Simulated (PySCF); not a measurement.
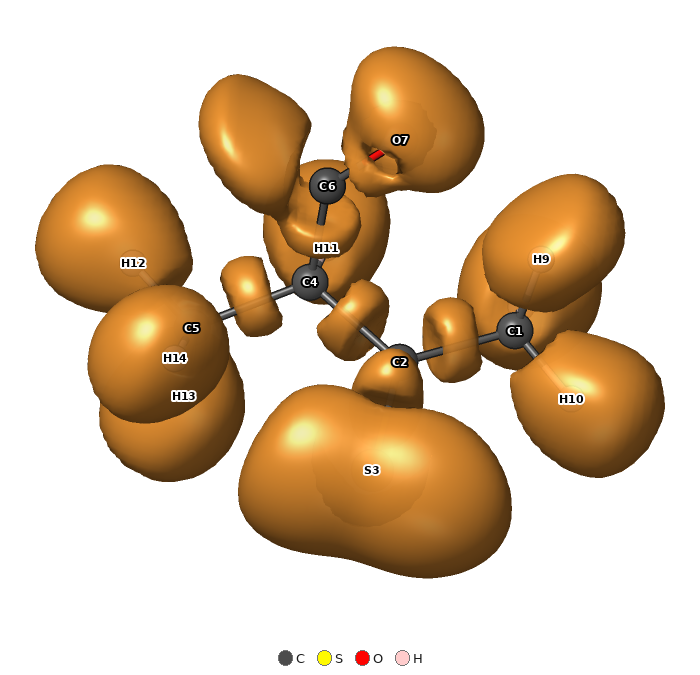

Figure 1: C₅H₇OS (doublet). Isosurface of the electron localisation function at 0.75 (orange), seen across its widest extent. Only the valence region is drawn (cores and ρ < 0.01 e/Å³ removed).

Geometry: GFN2-xTB.

Level of theory: PySCF, UKS B3LYP, pcH-1 on C H O S, non-relativistic, mean-field spin-orbit, GIAO.

| atom | x (Å) | y (Å) | z (Å) |
| --- | --- | --- | --- |
| C | 1.9579 | 0.0780 | 0.2711 |
| C | 0.6253 | -0.4544 | 0.6642 |
| S | 0.4342 | -1.4877 | 1.9229 |
| C | -0.5636 | 0.1399 | -0.0307 |
| C | -1.8673 | -0.6371 | 0.1204 |
| C | -0.6517 | 1.5193 | 0.4972 |
| O | 0.0628 | 2.3617 | 0.8974 |
| H | 2.0878 | 0.0750 | -0.8112 |
| H | 2.0562 | 1.1144 | 0.6130 |
| H | 2.7470 | -0.5075 | 0.7344 |
| H | -0.3439 | 0.2951 | -1.0966 |
| H | -2.6782 | -0.1155 | -0.3801 |
| H | -1.7543 | -1.6257 | -0.3160 |
| H | -2.1129 | -0.7559 | 1.1717 |

### Identify the bonds, lone pairs and shells in this picture.

The ELF exceeds this value in three regions between bonded C–C atoms (shared pairs), one region between bonded C–S atoms (shared pairs), seven regions around hydrogen nuclei, one region on C in which the atom's valence shell and bonds are merged, one region on O in which the atom's valence shell and bonds are merged and one ring or bowl of non-bonding electrons around S.

Values along the shortest contacts:
C–O (1.17 Å): the ELF peaks at about 0.85 between the atoms; a short, multiple covalent bond. C–C (1.48 Å): the ELF peaks at about 0.90 between the atoms: a shared electron pair.
